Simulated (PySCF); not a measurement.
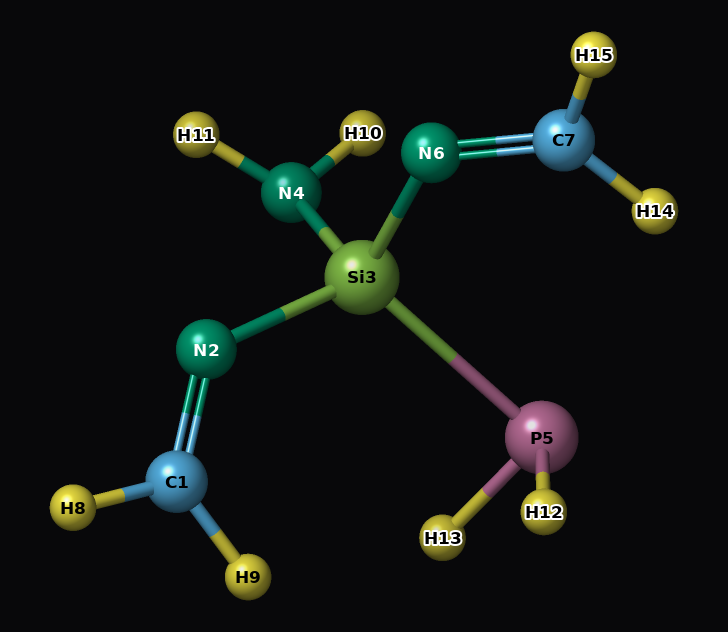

Computed geometry: GFN2-xTB optimisation. No frequency run is at hand to confirm it as a minimum. Electric field gradients from the ground-state density, PBE0/pcSseg-1 (PySCF 2.14.0), non-relativistic apart from any core potentials.

Give the largest field-gradient component, the quadrupole coupling constant and the asymmetry for 14N at N2 (Q = 20.44 mb), 14N at N4 (Q = 20.44 mb), 14N at N6 (Q = 20.44 mb).

| atom | V_zz (a.u.) | e²qQ/h (MHz) | η |
| --- | --- | --- | --- |
| N2 | −0.996 | −4.78 | 0.85 |
| N4 | −0.882 | −4.23 | 0.31 |
| N6 | −1.019 | −4.89 | 0.88 |

The geometry is semi-empirical. Around P, Si such bond lengths and angles can be off by a tenth of an ångström or more and by several degrees, and values that hang on the shape move with them.
